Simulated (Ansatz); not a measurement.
```xyz
15

C    -0.0516    1.5573   -3.9251
C     0.2837    0.6571   -2.7563
C    -0.3485   -0.7281   -2.7908
C    -1.1435   -0.5228   -1.7176
C    -0.6504    0.8983   -1.4804
C     0.0727    1.1776   -0.1894
C    -0.1551    2.2358    0.5767
O     0.7496    2.2234   -4.5471
S    -0.4469    3.4947    1.4707
H    -1.1583    1.5650   -4.1832
H     1.3716    0.7131   -2.5479
H    -0.2092   -1.5674   -3.4895
H    -1.8863   -1.1338   -1.1816
H    -1.4218    1.6791   -1.6566
H     0.8424    0.4555    0.1391
```

Geometry: PBE-D3(BJ)/def2-SVP.

Level of theory: Ansatz, isolated molecule in a Gaussian basis; Kohn-Sham density functional theory, functional PBE0.

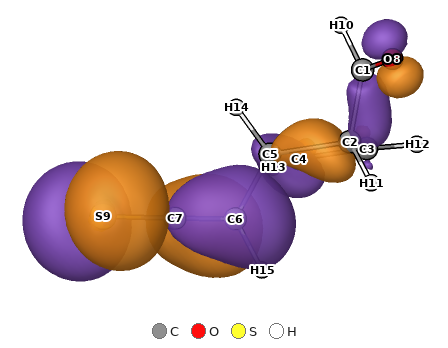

C7H6OS. The HOMO at ±0.1 Å⁻³ᐟ² (orange and purple are the two phases), seen at an oblique angle.

Question: Describe this orbital and give its energy.

Answer: Its weight (Hirshfeld) is mainly on S9 (about 45 %), C6 (about 25 %) and C7 (about 15 %). Its energy is −6.57 eV.
